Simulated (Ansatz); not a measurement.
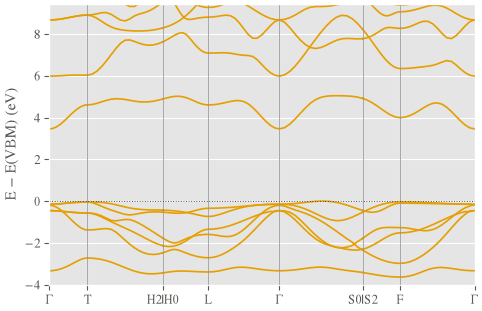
Figure: Band structure from r²SCAN+D4 (plane waves, PAW; program Ansatz)

### Question
Read off the gap and where the band edges lie.

### Answer
About 3.5 eV (3.46 eV by a search for the band edges); maximum on the Γ–S0 line, 52 % of the way from Γ, minimum at Γ.

The material is CdBr$_{2}$ in space group R-3m (No. 166; Cd on 3a, Br on 6c).

The workflow started from a Materials Project entry (that database holds measured and hypothetical structures alike); the Crystallography Open Database files this formula in space group No. 166, but the cells were not matched. Its standing as an ambient phase is unchecked. The cell was relaxed with r²SCAN+D4 under the symmetry of its start; its stability against distortions is not shown here. Scalar-relativistic: spin–orbit coupling is off unless named, which matters more the heavier the elements.

Potentials: the later of the program's two PAW sets.
